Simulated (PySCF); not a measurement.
**Geometry relaxation, with input and output: SiPH4 (charge −1)**

System: SiPH4, charge −1, SMILES [SiH2-]P.
Method: PBE0-D3(BJ)/ma-def2-SVP geometry optimisation, gas phase (PySCF 2.14.0).

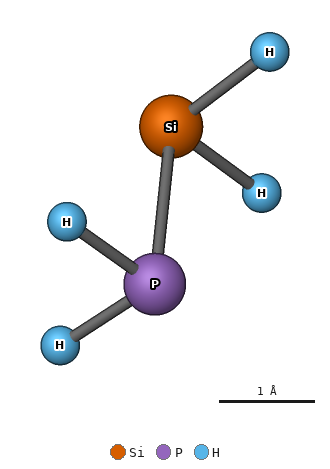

*The structure as given in the input (ball-and-stick view, seen at a tilt).*

### Key numbers

| quantity | value |
| --- | --- |
| outcome | converged |
| total energy | −632.803980 hartree |
| point group | Cs |
| hardware | 1 CPU thread, shared host |
| wall time | 6.8 s |
| peak memory | 0.42 GiB |

### Input
```
{"job": {"xc": "PBE0", "basis": "ma-def2-SVP", "d3": "d3bj", "grid": 1, "kind": "geom"}, "charge": -1, "multiplicity": 1}
Si    -0.757194    -0.153295     0.367985
P      1.335538     0.440423    -0.101538
H     -1.397270     0.545476    -0.799496
H     -1.016687     0.927437     1.380157
H      1.540669    -0.606336    -0.969646
H      1.875423    -0.274603     0.941636
```

The first line tells a small driver script what to run in PySCF; the rest is the geometry in Å.

Run as:
```bash
OMP_NUM_THREADS=1 python <driver script> task.json out
```

### The program's output
```
step   0  E = -632.79463676  max force = 0.037980
step   1  E = -632.80329104  max force = 0.009664
step   2  E = -632.80391326  max force = 0.002279
step   3  E = -632.80397497  max force = 0.000422
step   4  E = -632.80397971  max force = 0.000335
optimisation converged
```

### Trajectory as extended XYZ (Å, eV, eV/Å), 5 frames, from step=0 to step=4
```
6
Properties=species:S:1:pos:R:3:forces:R:3 step=0 energy=-17219.21913
Si   -0.7572   -0.1533    0.3680   -1.2673  -1.3634   0.4615
P     1.3355    0.4404   -0.1015    0.5662   1.9530  -0.4511
H    -1.3973    0.5455   -0.7995   -0.2355   0.4206  -0.4657
H    -1.0167    0.9274    1.3802   -0.0940   0.5702   0.3562
H     1.5407   -0.6063   -0.9697    0.3404  -0.9619  -0.9438
H     1.8754   -0.2746    0.9416    0.6902  -0.6186   1.0429
6
Properties=species:S:1:pos:R:3:forces:R:3 step=1 energy=-17219.45463
Si   -0.8462   -0.1864    0.3934   -0.4970   0.0606   0.0809
P     1.3578    0.4275   -0.1067    0.4155  -0.3363  -0.0204
H    -1.4569    0.6073   -0.8063    0.1319  -0.0692   0.1057
H    -1.0668    0.9949    1.3926    0.0968  -0.1064  -0.1152
H     1.6189   -0.6608   -1.0328   -0.0384   0.2610   0.1850
H     1.9757   -0.3072    0.9835   -0.1088   0.1902  -0.2359
6
Properties=species:S:1:pos:R:3:forces:R:3 step=2 energy=-17219.47156
Si   -0.8730   -0.1988    0.4032   -0.1172   0.0122   0.0240
P     1.3542    0.4270   -0.1095    0.0741  -0.1166   0.0024
H    -1.4467    0.5981   -0.7987    0.0226  -0.0069   0.0188
H    -1.0516    0.9869    1.3890    0.0178  -0.0149  -0.0231
H     1.6213   -0.6463   -1.0310    0.0073   0.0686   0.0312
H     1.9792   -0.2913    0.9703   -0.0046   0.0575  -0.0533
6
Properties=species:S:1:pos:R:3:forces:R:3 step=3 energy=-17219.47324
Si   -0.8866   -0.2013    0.4098   -0.0006  -0.0004   0.0032
P     1.3501    0.4198   -0.1122   -0.0217  -0.0143   0.0017
H    -1.4473    0.5995   -0.7926   -0.0013   0.0035  -0.0032
H    -1.0449    0.9893    1.3890    0.0017   0.0049   0.0023
H     1.6251   -0.6457   -1.0342    0.0077   0.0000  -0.0096
H     1.9875   -0.2862    0.9632    0.0141   0.0063   0.0055
6
Properties=species:S:1:pos:R:3:forces:R:3 step=4 energy=-17219.47337
Si   -0.8897   -0.2011    0.4134    0.0107   0.0005   0.0009
P     1.3471    0.4163   -0.1150   -0.0172  -0.0028  -0.0008
H    -1.4494    0.6009   -0.7887   -0.0020   0.0016  -0.0017
H    -1.0404    0.9918    1.3913    0.0006   0.0025   0.0018
H     1.6248   -0.6483   -1.0375    0.0015  -0.0033  -0.0038
H     1.9917   -0.2843    0.9597    0.0064   0.0015   0.0036
```

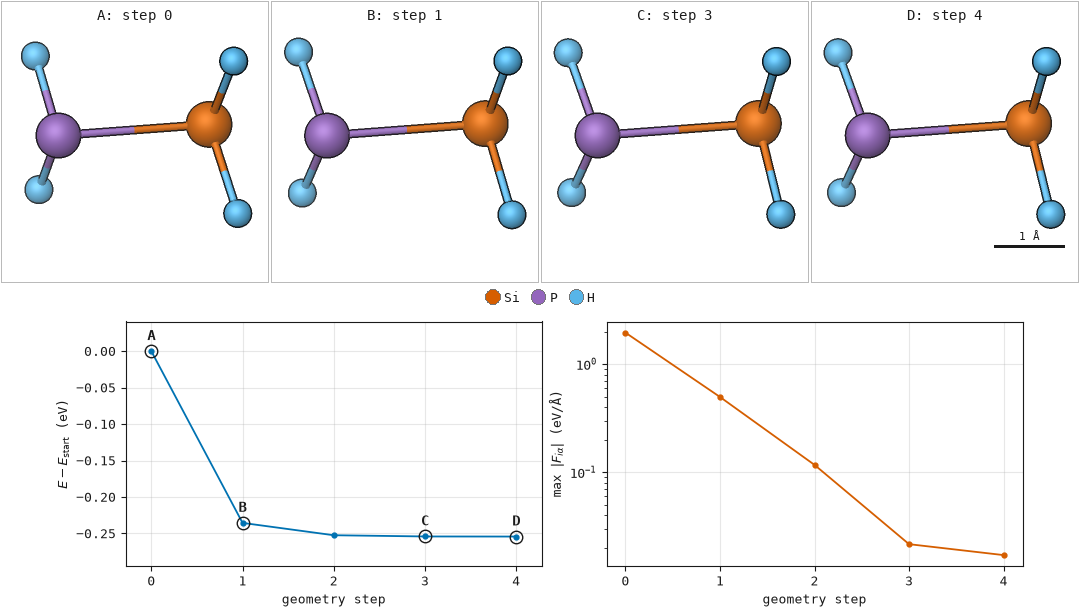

*Frames of the relaxation (ball-and-stick view, seen at a tilt) above the curves, on which the letters mark them (steps are counted from 0).*

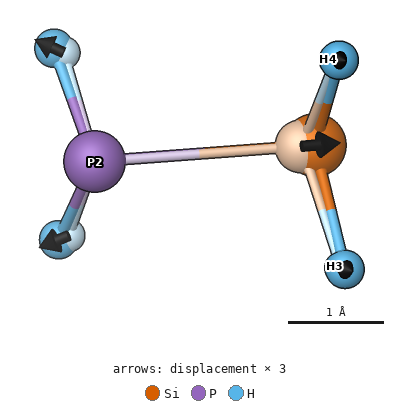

*Start (faint) and end (solid) with the displacements as black arrows, magnified 3 times (ball-and-stick view, seen at a tilt). The two geometries are laid on each other by the best rigid fit.*

The largest move after the best rigid fit is that of Si1, 0.15 Å. By element the largest moves are Si 0.15 Å, H 0.12 Å, P 0.02 Å. Among the contacts that change: Si1–P2 2.225 → 2.380 Å, P2–H5 1.375 → 1.436 Å, Si1–H3 1.504 → 1.550 Å. Among the angles that change: P2–Si1–H3 96.5° → 91.9°, Si1–P2–H5 94.0° → 97.6°, H3–Si1–H4 96.6° → 93.2°. The energy falls by 0.254 eV in 4 geometry steps. Largest force component: 2 eV/Å at the start, 0.017 eV/Å at the end. (Atoms are counted from 1 in the order of the input.)
